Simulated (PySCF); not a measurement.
**C4H6NSi (SMILES N#C[Si]1CCC1) (doublet): density, localisation and related maps**

```xyz
12

N     3.5308    0.5789   -1.0807
C     2.3937    0.4234   -0.9759
Si    0.5649    0.2136   -1.1402
C    -0.2801   -1.2285   -0.2014
C    -0.9372   -0.2127    0.7548
C    -0.5808    1.1329    0.0915
H     0.3780   -1.9409    0.2919
H    -1.0092   -1.7971   -0.7743
H    -2.0127   -0.3604    0.8474
H    -0.4973   -0.2804    1.7492
H    -1.4449    1.6250   -0.3495
H    -0.1040    1.8455    0.7611
```

Geometry: GFN2-xTB.

All numbers below come from PySCF 2.14.0, density-fitted response routines, UKS B3LYP, pcH-1 on C H N Si, non-relativistic, mean-field spin-orbit, GIAO.

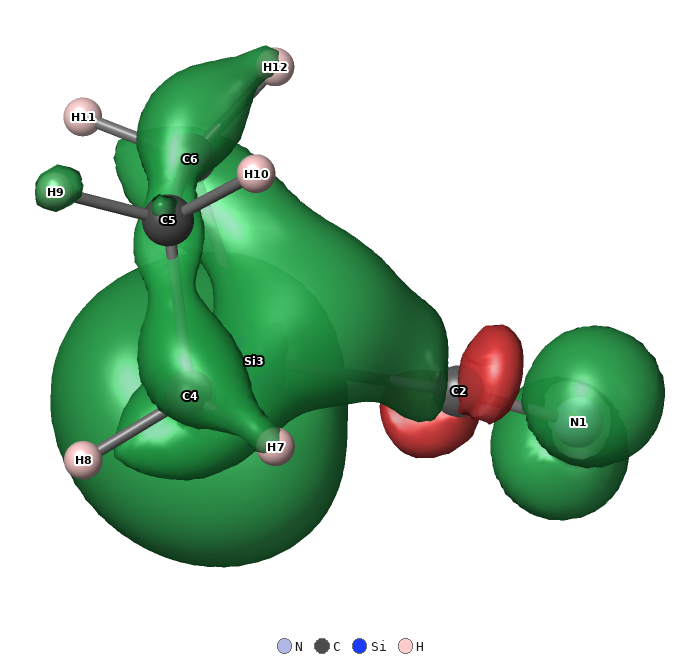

Figure 1. Isosurfaces of the spin density (α minus β) at +0.015 (green) and −0.015 e/Å³ (red), seen at an oblique angle.

Q: Describe the spin distribution.

A: The unpaired spin (1 electron) lies mostly on Si3 (about 0.7) and N1 (about 0.1), in electrons by Hirshfeld's partition.

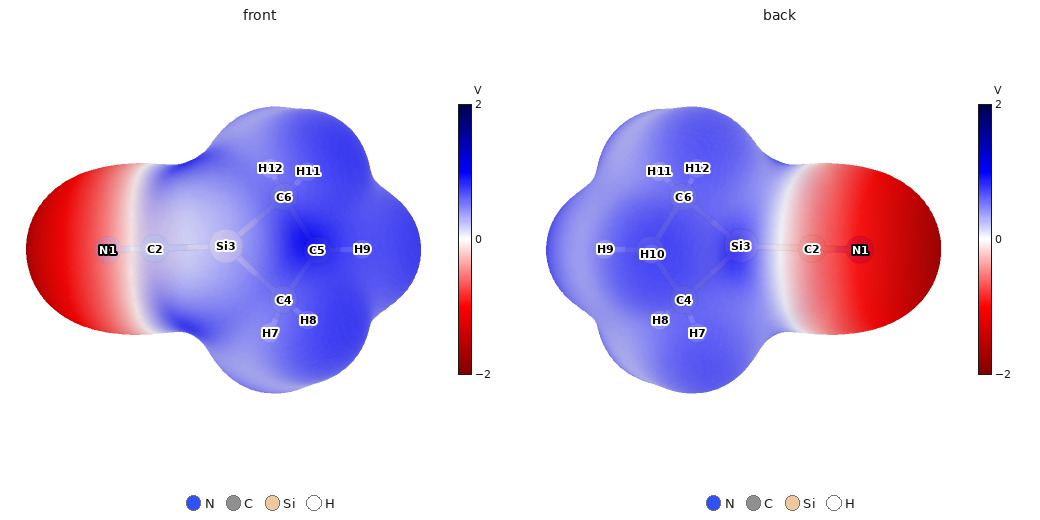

Figure 2. The molecular electrostatic potential painted on the density surface at 0.001 e/bohr³, seen from the front and from behind; red is negative and blue positive.

Q: Describe the electrostatic potential map.

A: The most negative region (about −1.6 V) lies over N1, the most positive (about +0.9 V) over Si3, C4, C5 and C6. N1 is the likeliest acceptor of a hydrogen bond.

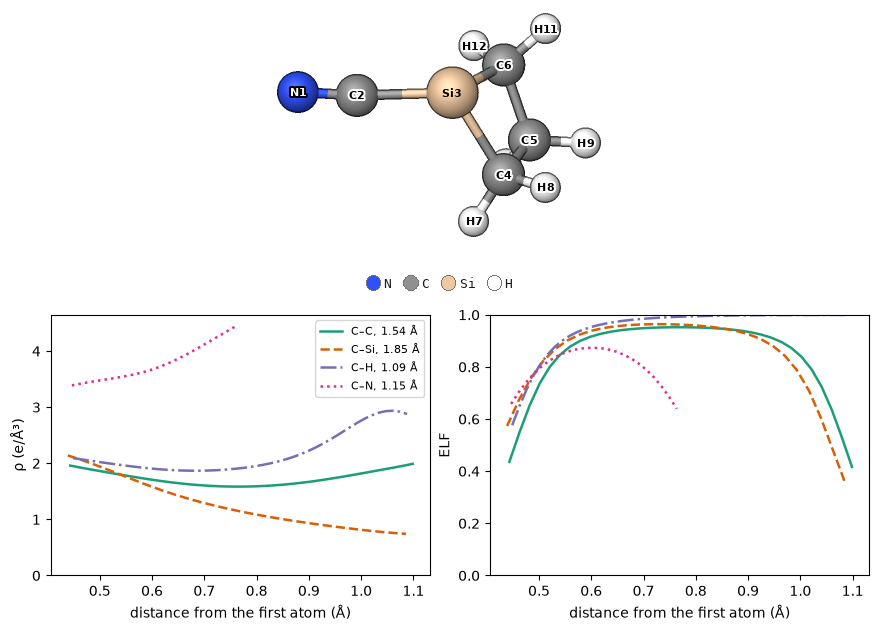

Figure 3. Total electron density and electron localisation function along straight lines between neighbouring atoms. The curves leave out the atomic cores. The structure is drawn too.

Q: What kind of bonding do the profiles show?

A: C–C (1.54 Å): ρ at the midpoint is about 1.6 e/Å³; the ELF peaks at about 0.95 between the atoms, as expected for a shared electron pair.
C–Si (1.85 Å): ρ is about 0.9 e/Å³ halfway; the ELF peaks at about 0.95 between the atoms: localised, covalent bonding.
C–H (1.09 Å): ρ is about 2 e/Å³ halfway; the ELF climbs to about 1 towards the hydrogen, as it does in any bond to H (a covalent bond by its length).
C–N (1.15 Å): the density is about 3.6 e/Å³ at the midpoint; the ELF peaks at about 0.85 between the atoms; a short, multiple covalent bond.
